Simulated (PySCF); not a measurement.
# C₅H₁₁FOSi: what the fields show

The calculation's input:

```
{"job": {"kind": "nmr", "xc": "PBE0", "basis": "pcSseg-1"}, "charge": 0, "multiplicity": 1}
C      2.561816    -0.380784     0.013182
C      1.416706     0.620781    -0.042360
F      1.275355     1.050571    -1.358888
C      0.093593     0.060905     0.442453
C     -0.445122    -1.147915    -0.353447
C     -1.938925    -0.772338    -0.420982
Si    -1.521814     1.020300     0.088456
O     -2.145388     1.621270     1.467022
H      2.725902    -0.690145     1.041303
H      2.323079    -1.254554    -0.587177
H      3.473606     0.068869    -0.373170
H      1.673710     1.525606     0.524879
H      0.211590    -0.186258     1.498546
H     -0.248435    -2.112644     0.112829
H     -0.015862    -1.150324    -1.354140
H     -2.391739    -0.963665    -1.390019
H     -2.518785    -1.314494     0.324898
H     -1.520150     2.013104    -0.977375
H     -3.018943     2.000967     1.501335
```

Command:

```sh
OMP_NUM_THREADS=1 python probes_run.py task.json out
```

Geometry: GFN2-xTB.

These are results of PBE0/pcSseg-1, SCF density, gas phase, non-relativistic (PySCF), not measurements.

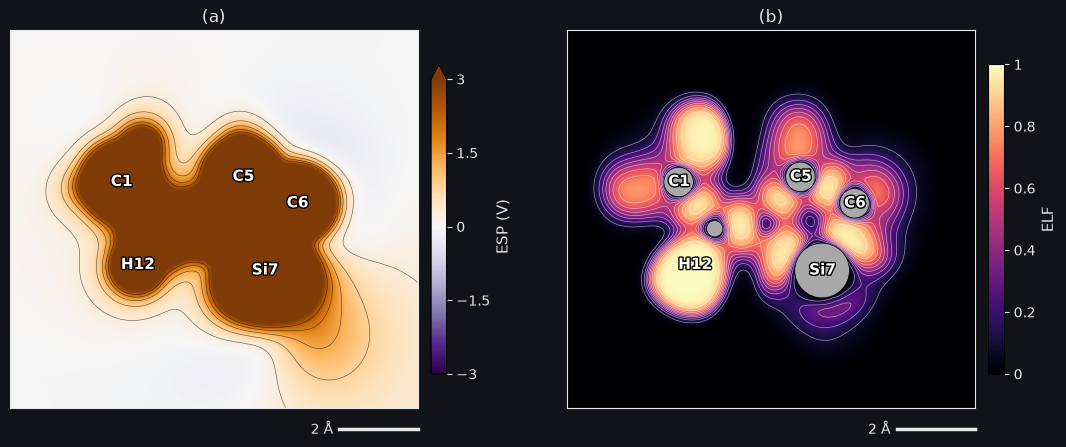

Figure 1. (a) molecular electrostatic potential; (b) electron localisation function on the plane of atoms C5, C6 and Si7. Grey discs cover the atomic cores in the ELF map.

> Read the bonding off the picture.

Atoms in the plane: C, Si and H. C–C (1.54 Å): the ELF peaks at about 0.95 between the atoms, as expected for a covalent bond. C–Si (1.91 Å): the ELF peaks at about 0.95 between the atoms, as expected for a covalent bond. The potential has no marked negative region in this plane.

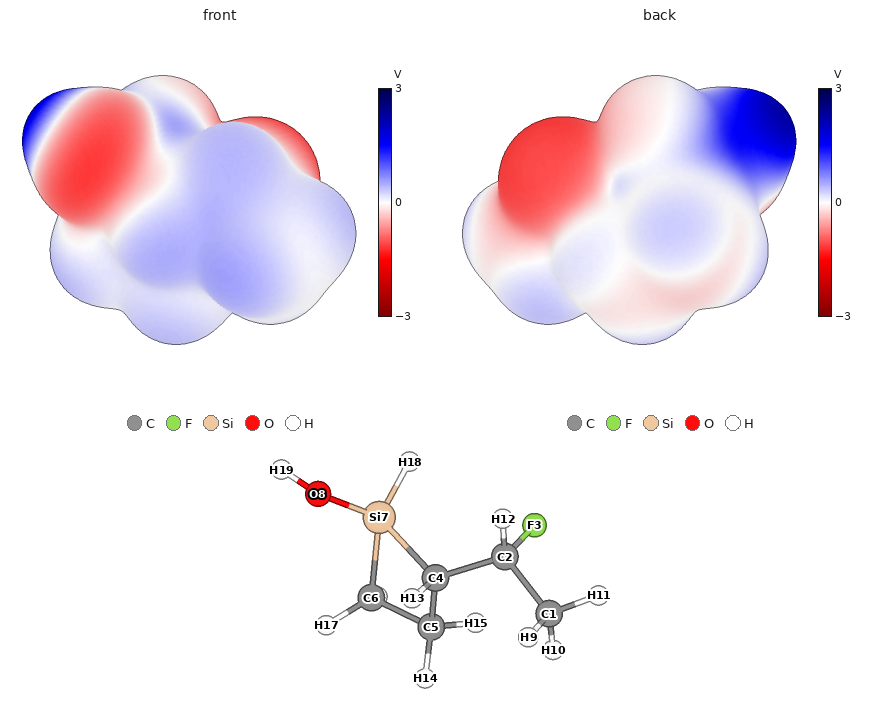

Figure 2. The electrostatic potential painted on the density surface at 0.001 e/bohr³, seen from the front and from behind; red is negative and blue positive. The bare structure is drawn below in the same view.

> Where is the surface potential most negative and most positive?

The most negative region (about −1.1 V, or −25 kcal/mol for a unit charge) lies over F3 and O8, the most positive (about +2.1 V, or +48 kcal/mol for a unit charge) over H19.

> What dipole moment does the calculation give?

Its dipole moment is 1.70 D.
